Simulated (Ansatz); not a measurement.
System: YbOs₃.

```
Yb Os
1.0
     4.01262    0.00000    0.00000
     0.00000    4.01262    0.00000
     0.00000    0.00000    4.01262
Yb Os
1 3
Cartesian
  0.0000 0.0000 0.0000
  0.0000 2.0063 2.0063
  2.0063 2.0063 0.0000
  2.0063 0.0000 2.0063
```

Space group Pm-3m; started from the AuCu3 prototype, which need not be the ambient phase; computed pressure about −5 GPa in this cell; computed without spin polarisation; no Hubbard U on the f states and no spin–orbit coupling.

Method: DFT r2SCAN, scalar-relativistic, plane waves, PAW (Ansatz).

Q: What can the converged valence pseudo-density and electron localisation function tell about the bonding?

A: Yb–Os (2.84 Å): ρ is about 0.3 e/Å³ halfway; the ELF is about 0.20 at the midpoint: no localised pair shows between them.

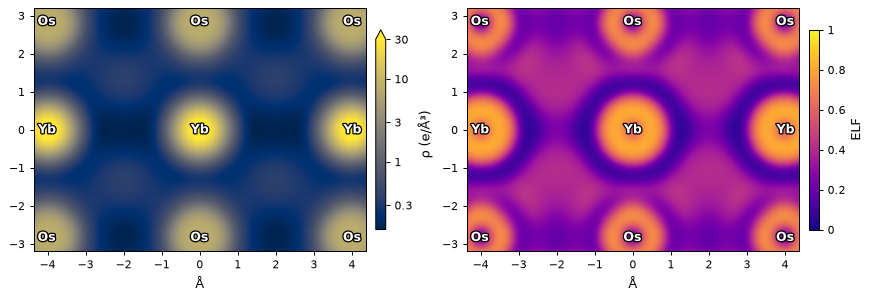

Computed valence pseudo-density and electron localisation function on the (101) plane of the conventional cell, in this order. 

The density is the valence pseudo-density of a PAW calculation; it isn't the true density close to the nuclei.
